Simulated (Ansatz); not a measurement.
# U-wB97M-V/STO-3G run of BH3O− (SMILES [BH2-]O)

What is the vertical ionisation energy of BH3O− at U-wB97M-V/STO-3G? 

Program for the calculation: Ansatz 0.2.0.

1 further run of the same task is left out (set aside as unsound or not needed).

**1. The structure to begin with**

BH3O− has 5 atoms, charge -1, and is taken as a doublet. As SMILES, `[BH2-]O`. The shape is that of a GFN2-xTB optimisation.

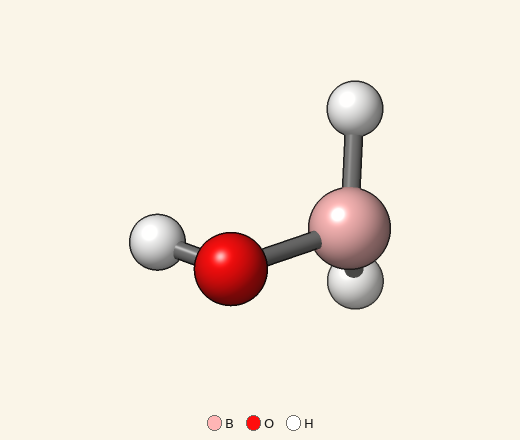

Viewed from a chosen angle; boron pink, oxygen red, hydrogen white.

**2. A single-point energy at U-wB97M-V/STO-3G**

Input file job.yaml:

```yaml
crystal:
  periodic: [false, false, false]
  atoms:
    - {symbol: B, position_ang: [-0.558550, -0.234200, 0.180320]}
    - {symbol: O, position_ang: [0.255120, 1.054670, 0.280220]}
    - {symbol: H, position_ang: [0.033680, -1.207330, 0.735040]}
    - {symbol: H, position_ang: [-0.823360, -0.530130, -1.022660]}
    - {symbol: H, position_ang: [1.093110, 0.916990, -0.172930]}
basis:
  gaussian: {orbitals: STO-3G}
total_charge: -1
magnetization: {spin_polarized: true, initial_magnetization: 1}
hamiltonian: {xc: {name: wB97M-V}}
accuracy: high
```

The run is started by

```bash
ansatz run job.yaml --threads 1 --pin off --max-ram 2610MiB --events-out events.jsonl --progress --plain --runs-dir runs
```

What it wrote:

```text
Warning: RAYON_NUM_THREADS=1 ignored (pool sized by the plan → 1); use --threads N
Functional definition: wB97M-V
  name "wB97M-V"
  parameter omega = 0.3/bohr
  parameter cx = 0.15
  parameter cx01 = 1.007
  parameter cx10 = 0.259
  parameter css00 = 0.443
  parameter css04 = -1.437
  parameter css10 = -4.535
  parameter css20 = -3.390
  parameter css43 = 4.278
  parameter cos00 = 1.000
  parameter cos10 = 1.358
  parameter cos20 = 2.924
  parameter cos21 = -8.812
  parameter cos60 = -1.390
  parameter cos61 = 9.142
  parameter b = 6.0
  parameter c = 0.01
  gx(w, u) = 1 - cx + cx01*u + cx10*w
  gss(w, u) = css00 + css04*u^4 + css10*w + css20*w^2 + css43*w^4*u^3
  gos(w, u) = cos00 + cos10*w + (cos20 + cos21*u)*w^2 + (cos60 + cos61*u)*w^6
  exchange = spin_sum(e_x_unif_sr(omega)*gx(b97_w, b97_u_x)) + cx*exact_x_sr(omega) + exact_x_lr(omega)
  correlation = spin_sum(e_c_pw_mod_same_spin*gss(b97_w, b97_u_same))
      + integral(e_c_pw_mod_opposite_spin*gos(b97_w_opposite, b97_u_opposite)) + vv10(b, c)
208 factors; integrals over basis functions are off by at most 5.0e-8 eV
125 factors; integrals over basis functions are off by at most 1.1e-9 eV
mean field evaluation 1: about -2727.4798 eV, gradient 9.7e0 eV
mean field evaluation 2: about -2728.4508 eV, gradient 2.9e0 eV
mean field evaluation 4: about -2728.5421 eV, gradient 2.6e-1 eV
mean field evaluation 8: about -2728.5095 eV, gradient 1.4e-2 eV
mean field evaluation 16: about -2728.5095 eV, gradient 8.9e-7 eV
mean field -2728.50948420 eV, -100.2708740941 hartree, gradient 3.9e-8 eV, S^2 0.751917; 0 other end points of the search recorded, 0 dependent functions left out
reference -2728.50948639 eV, -100.2708741748 hartree; 9, 8 occupied and 4, 5 virtual orbitals, 208 factors
Total energy: -2728.50948639 eV, -100.2708741748 hartree
```

Run time: 15 s. Hardware: 1 thread of Arm Neoverse V1, shared host; peak memory 0.39 GiB.

**3. Singlet neutral BH3O, same level**

Input file in.yaml:

```yaml
crystal:
  periodic: [false, false, false]
  atoms:
    - {symbol: B, position_ang: [-0.558550, -0.234200, 0.180320]}
    - {symbol: O, position_ang: [0.255120, 1.054670, 0.280220]}
    - {symbol: H, position_ang: [0.033680, -1.207330, 0.735040]}
    - {symbol: H, position_ang: [-0.823360, -0.530130, -1.022660]}
    - {symbol: H, position_ang: [1.093110, 0.916990, -0.172930]}
basis:
  gaussian:
    orbitals: STO-3G
accuracy: high
hamiltonian:
  xc: {name: wB97M-V}
```

The run is started by

```bash
ansatz run in.yaml --threads 1 --pin off --max-ram 2610MiB --events-out events.jsonl --progress --plain --runs-dir runs
```

What it wrote:

```text
Warning: RAYON_NUM_THREADS=1 ignored (pool sized by the plan → 1); use --threads N
Functional definition: wB97M-V
  name "wB97M-V"
  parameter omega = 0.3/bohr
  parameter cx = 0.15
  parameter cx01 = 1.007
  parameter cx10 = 0.259
  parameter css00 = 0.443
  parameter css04 = -1.437
  parameter css10 = -4.535
  parameter css20 = -3.390
  parameter css43 = 4.278
  parameter cos00 = 1.000
  parameter cos10 = 1.358
  parameter cos20 = 2.924
  parameter cos21 = -8.812
  parameter cos60 = -1.390
  parameter cos61 = 9.142
  parameter b = 6.0
  parameter c = 0.01
  gx(w, u) = 1 - cx + cx01*u + cx10*w
  gss(w, u) = css00 + css04*u^4 + css10*w + css20*w^2 + css43*w^4*u^3
  gos(w, u) = cos00 + cos10*w + (cos20 + cos21*u)*w^2 + (cos60 + cos61*u)*w^6
  exchange = spin_sum(e_x_unif_sr(omega)*gx(b97_w, b97_u_x)) + cx*exact_x_sr(omega) + exact_x_lr(omega)
  correlation = spin_sum(e_c_pw_mod_same_spin*gss(b97_w, b97_u_same))
      + integral(e_c_pw_mod_opposite_spin*gos(b97_w_opposite, b97_u_opposite)) + vv10(b, c)
208 factors; integrals over basis functions are off by at most 5.0e-8 eV
122 factors; integrals over basis functions are off by at most 1.2e-9 eV
mean field evaluation 1: about -2730.4659 eV, gradient 2.3e1 eV
mean field evaluation 2: about -2731.5917 eV, gradient 1.7e1 eV
mean field evaluation 4: about -2732.4372 eV, gradient 2.1e-1 eV
mean field evaluation 8: about -2732.3884 eV, gradient 5.6e-3 eV
mean field evaluation 16: about -2732.3884 eV, gradient 7.9e-6 eV
mean field -2732.38835156 eV, -100.4134198406 hartree, gradient 7.2e-9 eV, S^2 0.000000; 0 other end points of the search recorded, 0 dependent functions left out
reference -2732.38835375 eV, -100.4134199209 hartree; 8, 8 occupied and 5, 5 virtual orbitals, 208 factors
Total energy: -2732.38835375 eV, -100.4134199209 hartree
```

Run time: 12 s. Hardware: 1 thread of Arm Neoverse V1, shared host; peak memory 0.21 GiB.

**4. Outcome**

At U-wB97M-V/STO-3G:

| quantity | value |
| --- | --- |
| doublet BH3O−: total energy | -100.27087 Eh |
| doublet BH3O−: ⟨S²⟩ | 0.752 |
| singlet neutral BH3O: total energy | -100.41342 Eh |
| vertical detachment energy (to the singlet neutral) | -3.879 eV |

What this shows: The species is unbound against losing an electron at this level, by 3.88 eV (−374 kJ/mol); missing correlation or diffuse functions can give that sign where the real anion is bound. Only the singlet of the ionised species was computed; a triplet could lie lower. In a minimal basis such a difference can be off by several eV, whatever the method.
